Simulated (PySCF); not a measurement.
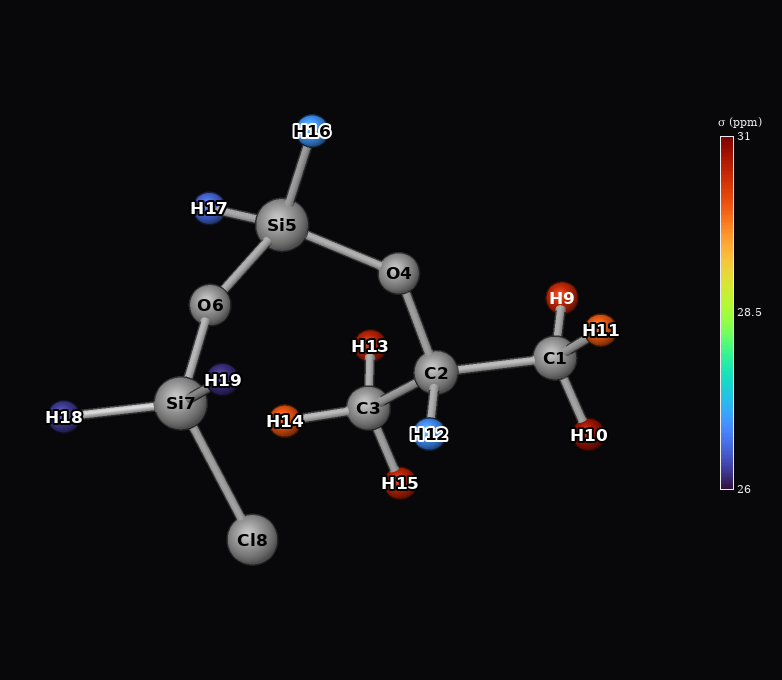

Atoms are coloured by their isotropic NMR shieldings (H only, the others grey). The geometry was computed by an optimisation with GFN2-xTB. No frequency run is at hand to confirm it as a minimum. Level of theory: GIAO PBE0/pcSseg-1 NMR shielding, non-relativistic, gas phase (PySCF 2.14.0).

Give the isotropic NMR shieldings of the H atoms atom by atom.

| atom | σ (ppm) |
| --- | --- |
| H9 | 30.46 |
| H10 | 30.73 |
| H11 | 30.00 |
| H12 | 26.93 |
| H13 | 30.56 |
| H14 | 30.06 |
| H15 | 30.55 |
| H16 | 26.99 |
| H17 | 26.62 |
| H18 | 26.29 |
| H19 | 26.20 |

The geometry is semi-empirical. Around Si such bond lengths and angles can be off by a tenth of an ångström or more and by several degrees, and values that hang on the shape move with them.
